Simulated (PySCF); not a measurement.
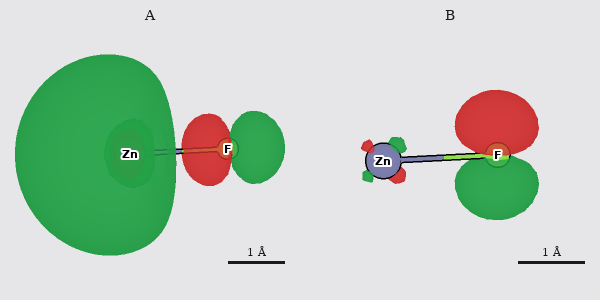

Figure. ZnF (doublet). Two frontier α-spin orbitals, each drawn at the value that holds 80 % of its norm (green and red are the two phases), in no order; of a degenerate pair one member is drawn.

The calculation used PBE0/pcseg-1, non-relativistic, at a bond length of 1.805 Å in PySCF 2.14.0.

Q: Label each orbital by symmetry, say whether it is occupied, and order them by energy.

A: Orbital B: π, occupied in this spin, −9.21 eV; mainly on F (90 %).
Orbital A: σ, occupied in this spin, −6.55 eV; mainly on Zn (85 %).
